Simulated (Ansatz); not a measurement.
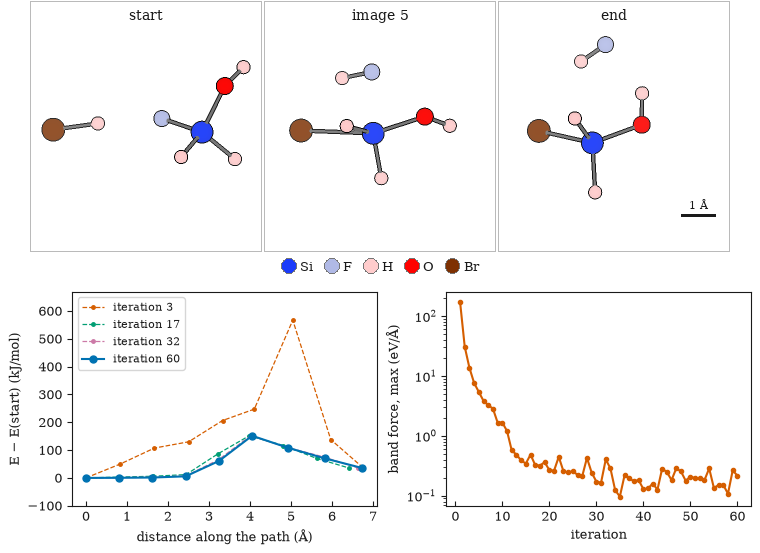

A search for the minimum-energy path of SiH$_{4}$OBrF by the nudged elastic band. Images are numbered from 0 (start) to 8 (end). The plot follows the band through its iterations. A ball-and-stick model, seen at a tilt.

Theory: Ansatz 0.2.0, RKS B3LYP/def2-SVP. Run with 7 movable images; climbing image; force threshold 0.03 eV/Å; iteration limit 60; optimiser L-BFGS; largest step 0.5 Å; starting path through a guess of the saddle point.

> How did the profile develop, and is the result final?

The result isn't final. The band hadn't converged when the run stopped after 60 iterations. The largest component of the band force went from 180 to 0.22 eV/Å. The barrier read from it is provisional, though the highest image hardly moved in the last two iterations. The step length is far from the usual. The first iteration put the highest image at 3147.2 kJ/mol. Forward barrier 151.5 kJ/mol, backward barrier 115.6 kJ/mol, with image 5 at the top; the reaction energy is +36.0 kJ/mol.

The run took 5.2 min on 2 threads of AMD EPYC 9R45 96-Core Processor (Zen 5), with other jobs on the host, peak memory 0.25 GiB.
